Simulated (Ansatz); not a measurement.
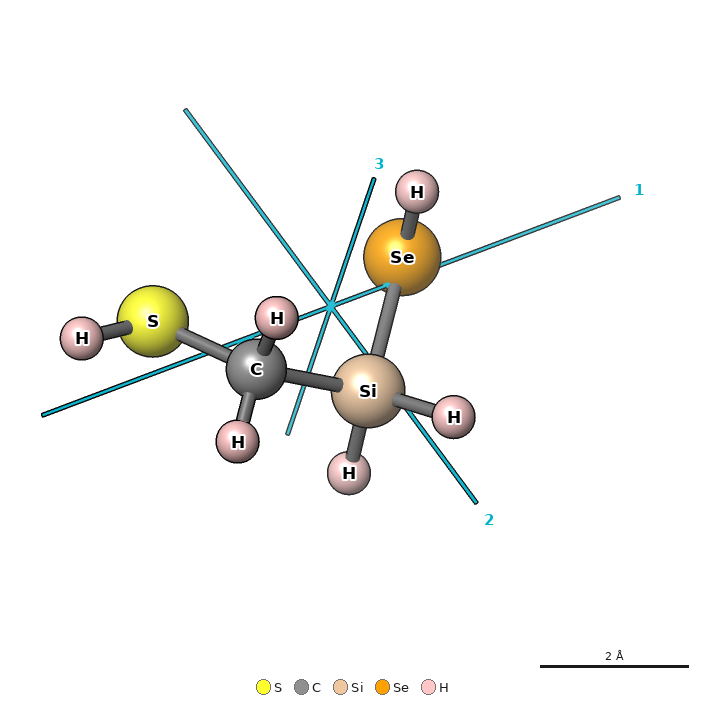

The three principal axes of inertia are drawn and numbered. Distant atoms are faded towards the background colour. The computed structure is the end point of a PBE-D4/def2-SVP optimisation. No frequency run is at hand to confirm it as a minimum. Masses are those of the most abundant isotopes; constants are for the rigid equilibrium geometry.

Which line is the a axis (least moment of inertia), which b and which c?

a is line 1, b is line 2, c is line 3; the moments are 114, 414, 503 u Å².

What kind of rotor is it, and what are its rotational constants in MHz?

An asymmetric top (C1): A = 4414, B = 1221, C = 1005 MHz. Ray's parameter κ is −0.87, close to the prolate limit.
